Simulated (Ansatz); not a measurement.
## Run report: CH5BSSi, geometry relaxation

System: CH5BSSi, SMILES BC1[SiH2]S1.
Method: RKS PBE0-D4/def2-TZVP (Ansatz 0.2.0).

The geometry: PBE-D4/def2-SVP start. Figures and captions count atoms from 1; the log counts them from 0 in places.

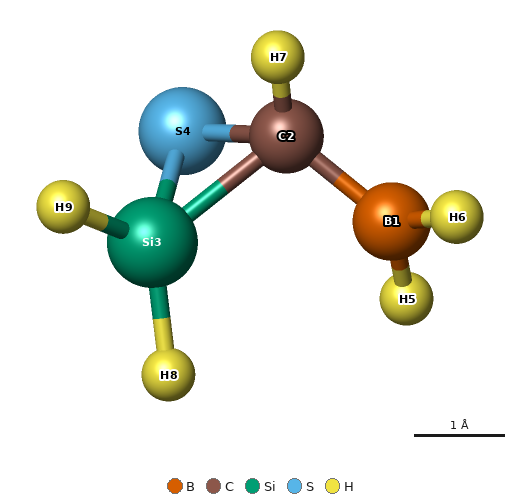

**Figure 1.** The input geometry (ball-and-stick view, seen at a tilt; atoms are numbered from 1 in the order of the input). Bond lengths as drawn: B–C 1.52 Å, B–H 1.22 Å, C–H 1.11 Å, C–S 1.89 Å, C–Si 1.92 Å, H–Si 1.49 to 1.50 Å and S–Si 2.10 Å.

Key numbers:

- outcome: converged
- total energy: −20499.2144 eV
- mean-field energy: −20499.0293 eV
- dispersion energy: −0.1851 eV
- SCF solution under orbital rotations: stable
- largest force (length of the vector) at the end: 0.003 eV/Å
- dipole moment: 1.81 D
- hardware: 2 threads of Arm Neoverse V1, 23 GiB of memory available, shared host
- wall time: 38 s (CPU time 74 s)
- peak memory: 0.38 GiB

Input file:
```yaml
crystal:
  periodic: [false, false, false]
  atoms:
    - {symbol: B, position_ang: [0.123347, 1.274138, -0.614665]}
    - {symbol: C, position_ang: [-0.794014, 0.110105, -0.287330]}
    - {symbol: Si, position_ang: [0.387608, -1.092989, 0.632100]}
    - {symbol: S, position_ang: [-0.645553, -1.566432, -1.136324]}
    - {symbol: H, position_ang: [1.081472, 1.127531, -1.351462]}
    - {symbol: H, position_ang: [-0.060320, 2.337606, -0.047315]}
    - {symbol: H, position_ang: [-1.750163, 0.239437, 0.253309]}
    - {symbol: H, position_ang: [1.866946, -0.890754, 0.585056]}
    - {symbol: H, position_ang: [-0.120824, -1.584941, 1.949331]}
basis:
  gaussian: {orbitals: def2-TZVP}
hamiltonian: {xc: pbe0, dispersion: d4}
relax: {f_tol: 0.005, max_steps: 150}
```

Launched with:
```bash
ansatz run in.yaml --threads 2 --pin off --events-out ev --progress --plain --max-ram 4352MiB
```

What the program printed:
```
Functional definition: PBE0
  name "PBE0"
  cite "Adamo & Barone, J. Chem. Phys. 110, 6158 (1999) doi:10.1063/1.478522"
  cite "Perdew, Burke & Ernzerhof, Phys. Rev. Lett. 77, 3865 (1996) doi:10.1103/PhysRevLett.77.3865"
  parent pbe
  parameter a = 0.25
  parameter kappa = 0.804
  parameter beta = 0.06672455060314922
  exchange = (1 - a)*pbe_x(kappa = kappa, mu = beta*pi^2/3) + a*exact_x
  correlation = pbe_c(beta = beta)
1108 factors; their error is unknown
mean field evaluation 1: about -20493.1991 eV, gradient 4.7e1 eV
mean field evaluation 2: about -20484.3021 eV, gradient 7.0e1 eV
mean field evaluation 4: about -20498.9131 eV, gradient 2.6e0 eV
mean field evaluation 8: about -20498.9319 eV, gradient 2.9e-2 eV
mean field evaluation 16: about -20498.9827 eV, gradient 1.9e-4 eV
mean field -20498.98269221 eV, -753.3237192294 hartree, gradient 1.6e-5 eV, S^2 0.000000; 0 other end points of the search recorded, 0 dependent functions left out
the calculation of the forces begins
reference -20498.98272544 eV, -753.3237204503 hartree; 23, 23 occupied and 143, 143 virtual orbitals, 1108 factors
relax step   1: F+E_penalty+E_count = -20499.16722276 eV  Δ(F+E_penalty+E_count) = +0.000e0 eV  max|allowed force component| = 6.746e-1 eV/Å  Δτ_max = 0.0000 Å  (29 SCF iters, accepted)
these checks for a lower state are left out or cut short: starts, cluster_reference, orbital_swaps, neighbouring_geometries, increment
1108 factors; their error is unknown
mean field -20499.02358009 eV, -753.3252218309 hartree, gradient 1.7e-5 eV, S^2 0.000000; 0 other end points of the search recorded, 0 dependent functions left out
the calculation of the forces begins
reference -20499.02361320 eV, -753.3252230479 hartree; 23, 23 occupied and 143, 143 virtual orbitals, 1108 factors
relax step   2: F+E_penalty+E_count = -20499.20866507 eV  Δ(F+E_penalty+E_count) = -4.144e-2 eV  max|allowed force component| = 2.197e-1 eV/Å  Δτ_max = 0.0279 Å  (32 SCF iters, accepted)
these checks for a lower state are left out or cut short: starts, cluster_reference, orbital_swaps, neighbouring_geometries, increment
1108 factors; their error is unknown
mean field evaluation 32: about -20499.0280 eV, gradient 1.6e-5 eV
mean field -20499.02802563 eV, -753.3253852016 hartree, gradient 1.6e-5 eV, S^2 0.000000; 0 other end points of the search recorded, 0 dependent functions left out
the calculation of the forces begins
reference -20499.02805871 eV, -753.3253864172 hartree; 23, 23 occupied and 143, 143 virtual orbitals, 1108 factors
relax step   3: F+E_penalty+E_count = -20499.21336952 eV  Δ(F+E_penalty+E_count) = -4.704e-3 eV  max|allowed force component| = 8.980e-2 eV/Å  Δτ_max = 0.0172 Å  (32 SCF iters, accepted)
these checks for a lower state are left out or cut short: starts, cluster_reference, orbital_swaps, neighbouring_geometries, increment
1108 factors; their error is unknown
mean field -20499.02840430 eV, -753.3253991175 hartree, gradient 1.6e-5 eV, S^2 0.000000; 0 other end points of the search recorded, 0 dependent functions left out
the calculation of the forces begins
reference -20499.02843738 eV, -753.3254003332 hartree; 23, 23 occupied and 143, 143 virtual orbitals, 1108 factors
relax step   4: F+E_penalty+E_count = -20499.21377447 eV  Δ(F+E_penalty+E_count) = -4.050e-4 eV  max|allowed force component| = 6.607e-2 eV/Å  Δτ_max = 0.0139 Å  (32 SCF iters, accepted)
these checks for a lower state are left out or cut short: starts, cluster_reference, orbital_swaps, neighbouring_geometries, increment
1108 factors; their error is unknown
mean field -20499.02902431 eV, -753.3254219025 hartree, gradient 1.6e-5 eV, S^2 0.000000; 0 other end points of the search recorded, 0 dependent functions left out
the calculation of the forces begins
reference -20499.02905742 eV, -753.3254231191 hartree; 23, 23 occupied and 143, 143 virtual orbitals, 1108 factors
relax step   5: F+E_penalty+E_count = -20499.21428599 eV  Δ(F+E_penalty+E_count) = -5.115e-4 eV  max|allowed force component| = 8.374e-3 eV/Å  Δτ_max = 0.0125 Å  (32 SCF iters, accepted)
these checks for a lower state are left out or cut short: starts, cluster_reference, orbital_swaps, neighbouring_geometries, increment
1108 factors; their error is unknown
mean field -20499.02918817 eV, -753.3254279240 hartree, gradient 1.6e-5 eV, S^2 0.000000; 0 other end points of the search recorded, 0 dependent functions left out
the calculation of the forces begins
reference -20499.02922129 eV, -753.3254291414 hartree; 23, 23 occupied and 143, 143 virtual orbitals, 1108 factors
relax step   6: F+E_penalty+E_count = -20499.21431732 eV  Δ(F+E_penalty+E_count) = -3.133e-5 eV  max|allowed force component| = 2.301e-2 eV/Å  Δτ_max = 0.0183 Å  (32 SCF iters, accepted)
these checks for a lower state are left out or cut short: starts, cluster_reference, orbital_swaps, neighbouring_geometries, increment
1108 factors; their error is unknown
mean field -20499.02919125 eV, -753.3254280373 hartree, gradient 1.6e-5 eV, S^2 0.000000; 0 other end points of the search recorded, 0 dependent functions left out
the calculation of the forces begins
reference -20499.02922439 eV, -753.3254292553 hartree; 23, 23 occupied and 143, 143 virtual orbitals, 1108 factors
relax step   7: F+E_penalty+E_count = -20499.21426275 eV  Δ(F+E_penalty+E_count) = +5.457e-5 eV  max|allowed force component| = 2.302e-2 eV/Å  Δτ_max = 0.0103 Å  (32 SCF iters, rejected (line search))
these checks for a lower state are left out or cut short: starts, cluster_reference, orbital_swaps, neighbouring_geometries, increment
1108 factors; their error is unknown
mean field evaluation 64: about -20499.0293 eV, gradient 8.0e-4 eV
mean field -20499.02925724 eV, -753.3254304625 hartree, gradient 2.4e-5 eV, S^2 0.000000; 0 other end points of the search recorded, 0 dependent functions left out
the calculation of the forces begins
reference -20499.02929037 eV, -753.3254316800 hartree; 23, 23 occupied and 143, 143 virtual orbitals, 1108 factors
relax step   8: F+E_penalty+E_count = -20499.21439622 eV  Δ(F+E_penalty+E_count) = -7.890e-5 eV  max|allowed force component| = 2.153e-3 eV/Å  Δτ_max = 0.0042 Å  (24 SCF iters, accepted)
```

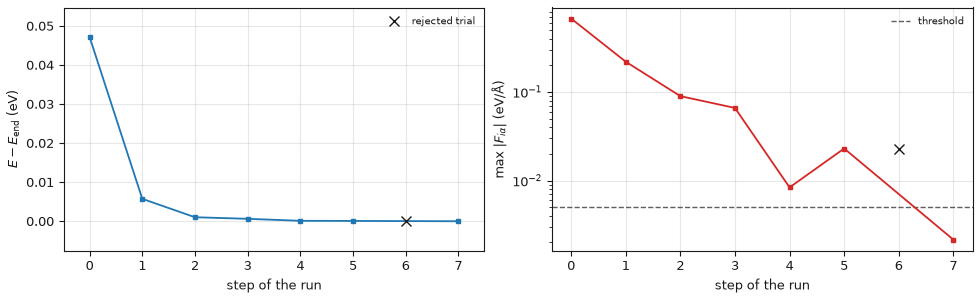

**Figure 2.** Progress of the relaxation, step by step (the first geometry is step 0 here and step 1 in the log).

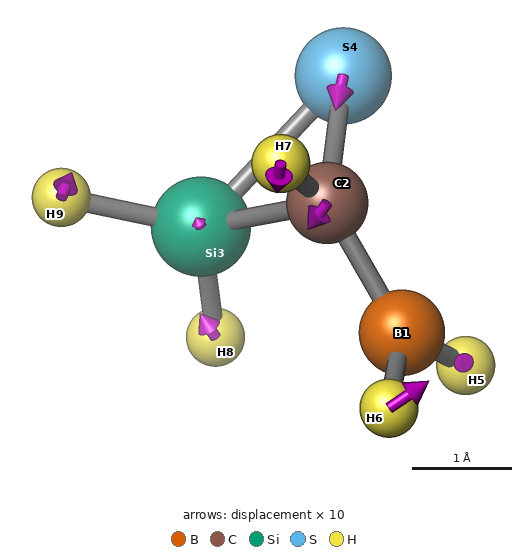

**Figure 3.** The starting structure with the displacements as pink arrows, magnified 10 times (ball-and-stick view, seen at a tilt). The two geometries are laid on each other by the best rigid fit. The largest move after the best rigid fit is that of H6, 0.050 Å. By element the largest moves are H 0.050 Å, S 0.040 Å, C 0.037 Å, Si 0.012 Å, B 0.007 Å. Among the contacts that change: Si3–S4 2.102 → 2.067 Å, C2–Si3 1.921 → 1.892 Å, C2–S4 1.885 → 1.859 Å, B1–H5 1.218 → 1.196 Å. Among the angles that change: B1–C2–Si3 102.2° → 104.6°. The energy falls by 0.047 eV in 7 geometry steps. The largest force component goes from 0.67 to 0.0022 eV/Å. The line search rejected the trial step at point 6 (counted from 0) and went back. (Atoms are counted from 1 in the order of the input.)

```
1108 factors; their error is unknown
mean field -20499.02925724 eV, -753.3254304625 hartree, gradient 2.7e-5 eV, S^2 0.000000; 1 other end points of the search recorded, 0 dependent functions left out
the calculation of the forces begins
reference -20499.02929037 eV, -753.3254316800 hartree; 23, 23 occupied and 143, 143 virtual orbitals, 1108 factors
Total energy: -20499.21442935 eV, -753.3322354121 hartree
Atom 0 at     0.120626     1.279234    -0.619406 Å, force     0.001368     0.000999    -0.002153 eV/Å
Atom 1 at    -0.764859     0.112388    -0.264078 Å, force    -0.001000     0.000769     0.001300 eV/Å
Atom 2 at     0.377343    -1.098263     0.635296 Å, force    -0.001481    -0.000333     0.000662 eV/Å
Atom 3 at    -0.633026    -1.535051    -1.114726 Å, force     0.000412     0.000866     0.000861 eV/Å
Atom 4 at     1.061533     1.133891    -1.344009 Å, force    -0.000233    -0.000986     0.000799 eV/Å
Atom 5 at    -0.081228     2.336390    -0.092842 Å, force    -0.000601    -0.000151     0.000082 eV/Å
Atom 6 at    -1.709570     0.241415     0.259472 Å, force     0.000481    -0.000817    -0.000390 eV/Å
Atom 7 at     1.840192    -0.904784     0.596120 Å, force     0.000719     0.000318    -0.000263 eV/Å
Atom 8 at    -0.122513    -1.611518     1.926874 Å, force     0.000336    -0.000665    -0.000899 eV/Å
Dipole moment:     0.048308    -0.088270     0.363933 e Å
```

Trajectory as extended XYZ (Å, eV, eV/Å), 8 frames, from step=1 to step=8:
```
9
Properties=species:S:1:pos:R:3:forces:R:3 step=1 energy=-20499.16722
B     0.1233    1.2741   -0.6147    0.0593   0.0497  -0.0030
C    -0.7940    0.1101   -0.2873    0.0321  -0.1694   0.1994
Si    0.3876   -1.0930    0.6321   -0.3372   0.0579  -0.3367
S    -0.6456   -1.5664   -1.1363    0.2357   0.5051   0.6746
H     1.0815    1.1275   -1.3515   -0.3763   0.0452   0.2942
H    -0.0603    2.3376   -0.0473    0.0574  -0.4083  -0.2258
H    -1.7502    0.2394    0.2533    0.5241  -0.1077  -0.3043
H     1.8669   -0.8908    0.5851   -0.3264  -0.0500   0.0006
H    -0.1208   -1.5849    1.9493    0.1313   0.0775  -0.2991
9
Properties=species:S:1:pos:R:3:forces:R:3 step=2 energy=-20499.20866
B     0.1217    1.2744   -0.6163    0.0258   0.0164   0.0328
C    -0.7841    0.1159   -0.2795    0.0823  -0.2076   0.0592
Si    0.3814   -1.0871    0.6328   -0.1389   0.0486  -0.1220
S    -0.6356   -1.5526   -1.1142    0.0217   0.2197   0.1659
H     1.0712    1.1247   -1.3383   -0.1120   0.0153   0.0763
H    -0.0654    2.3282   -0.0646    0.0099  -0.1091  -0.0830
H    -1.7320    0.2398    0.2491    0.1478  -0.0198  -0.0800
H     1.8478   -0.8938    0.5820   -0.0742   0.0007   0.0141
H    -0.1165   -1.5958    1.9317    0.0376   0.0358  -0.0632
9
Properties=species:S:1:pos:R:3:forces:R:3 step=3 energy=-20499.21337
B     0.1274    1.2699   -0.6078   -0.0769   0.0455  -0.0701
C    -0.7755    0.1129   -0.2738    0.0532  -0.0898  -0.0008
Si    0.3771   -1.0910    0.6282   -0.0100   0.0096   0.0125
S    -0.6381   -1.5408   -1.1151   -0.0006   0.0392   0.0069
H     1.0664    1.1238   -1.3331    0.0330  -0.0130   0.0107
H    -0.0737    2.3259   -0.0795    0.0189   0.0007   0.0264
H    -1.7180    0.2365    0.2527   -0.0242   0.0234   0.0128
H     1.8381   -0.8910    0.5848    0.0155  -0.0029  -0.0064
H    -0.1151   -1.5925    1.9264   -0.0090  -0.0128   0.0079
9
Properties=species:S:1:pos:R:3:forces:R:3 step=4 energy=-20499.21377
B     0.1192    1.2732   -0.6185    0.0419   0.0114   0.0661
C    -0.7736    0.1122   -0.2713   -0.0007  -0.0333  -0.0209
Si    0.3777   -1.0902    0.6299    0.0026   0.0034   0.0080
S    -0.6369   -1.5369   -1.1142   -0.0055  -0.0242  -0.0209
H     1.0681    1.1222   -1.3301   -0.0015   0.0045  -0.0362
H    -0.0721    2.3251   -0.0789   -0.0163   0.0243  -0.0179
H    -1.7167    0.2368    0.2542   -0.0251   0.0206   0.0150
H     1.8392   -0.8925    0.5859    0.0106   0.0007  -0.0015
H    -0.1164   -1.5962    1.9258   -0.0060  -0.0073   0.0083
9
Properties=species:S:1:pos:R:3:forces:R:3 step=5 energy=-20499.21429
B     0.1211    1.2753   -0.6155    0.0071  -0.0035  -0.0078
C    -0.7708    0.1115   -0.2686    0.0034   0.0065   0.0069
Si    0.3781   -1.0935    0.6321   -0.0080  -0.0037   0.0084
S    -0.6355   -1.5371   -1.1143   -0.0021   0.0009  -0.0042
H     1.0662    1.1253   -1.3336   -0.0005   0.0052  -0.0043
H    -0.0778    2.3322   -0.0874   -0.0031   0.0001   0.0011
H    -1.7149    0.2411    0.2558   -0.0012  -0.0052   0.0004
H     1.8403   -0.8973    0.5881    0.0021   0.0002   0.0022
H    -0.1183   -1.6039    1.9262    0.0024  -0.0004  -0.0026
9
Properties=species:S:1:pos:R:3:forces:R:3 step=6 energy=-20499.21432
B     0.1211    1.2791   -0.6207    0.0016   0.0111   0.0017
C    -0.7643    0.1124   -0.2655   -0.0068  -0.0117   0.0230
Si    0.3761   -1.0985    0.6363    0.0121   0.0057  -0.0166
S    -0.6332   -1.5357   -1.1143    0.0007  -0.0011  -0.0021
H     1.0614    1.1370   -1.3468   -0.0032  -0.0092   0.0003
H    -0.0800    2.3355   -0.0923   -0.0030   0.0011   0.0015
H    -1.7073    0.2399    0.2621    0.0018   0.0078  -0.0159
H     1.8389   -0.9030    0.5971   -0.0014  -0.0048   0.0022
H    -0.1243   -1.6129    1.9268   -0.0019   0.0011   0.0059
9
Properties=species:S:1:pos:R:3:forces:R:3 step=7 energy=-20499.21426 accepted=F
B     0.1198    1.2815   -0.6204    0.0034   0.0024  -0.0006
C    -0.7619    0.1129   -0.2607   -0.0142   0.0018  -0.0230
Si    0.3784   -1.0999    0.6367   -0.0174  -0.0104   0.0043
S    -0.6321   -1.5337   -1.1144    0.0109  -0.0038   0.0034
H     1.0585    1.1382   -1.3482    0.0023  -0.0036   0.0037
H    -0.0829    2.3386   -0.0943   -0.0021   0.0023  -0.0006
H    -1.7100    0.2410    0.2569    0.0128   0.0052   0.0189
H     1.8419   -0.9127    0.5991    0.0033   0.0091  -0.0035
H    -0.1232   -1.6123    1.9281    0.0009  -0.0030  -0.0026
9
Properties=species:S:1:pos:R:3:forces:R:3 step=8 energy=-20499.21440
B     0.1206    1.2792   -0.6194    0.0014   0.0010  -0.0022
C    -0.7649    0.1124   -0.2641   -0.0010   0.0008   0.0013
Si    0.3773   -1.0983    0.6353   -0.0015  -0.0003   0.0007
S    -0.6330   -1.5351   -1.1147    0.0004   0.0009   0.0009
H     1.0615    1.1339   -1.3440   -0.0002  -0.0010   0.0008
H    -0.0812    2.3364   -0.0928   -0.0006  -0.0002   0.0001
H    -1.7096    0.2414    0.2595    0.0005  -0.0008  -0.0004
H     1.8402   -0.9048    0.5961    0.0007   0.0003  -0.0003
H    -0.1225   -1.6115    1.9269    0.0003  -0.0007  -0.0009
```

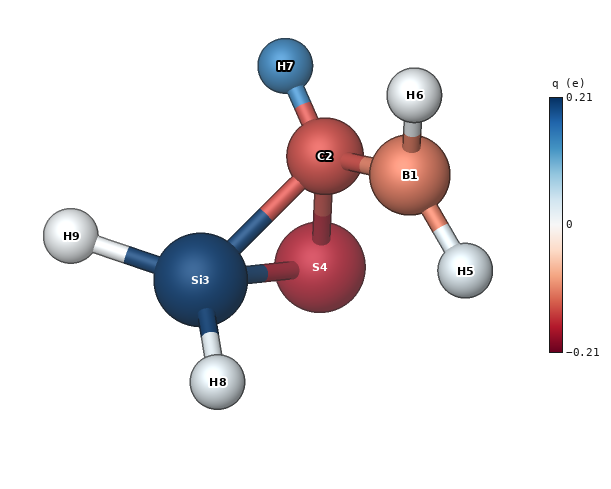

**Figure 4.** Mulliken charges, as the colour of each atom (ball-and-stick view, seen at a tilt; atoms are numbered from 1 in the order of the input). By element: B −0.11, C −0.14, Si +0.20, S −0.17 and H +0.01 to +0.15 e.
